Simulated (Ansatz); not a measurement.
Consider CdTe in the zinc blende structure (space group F-43m, No. 216; a = 6.618 Å).

One thing is altered: an isotropic linear strain of −3.19 %; the atoms relax in the strained cell.

Calculations: PBE (Ansatz, a first-principles code), scalar-relativistic without spin-orbit coupling.

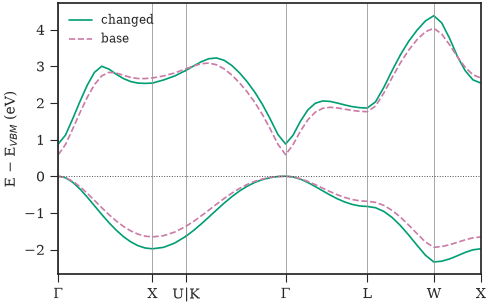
*Highest valence and lowest conduction band along the path, each from its own valence-band maximum*

Read the changed gap and its character from the plot.

About 0.9 eV, direct at Γ.

With Te present, leaving out spin-orbit coupling can change the band edges. Stability against distortions was not tested.
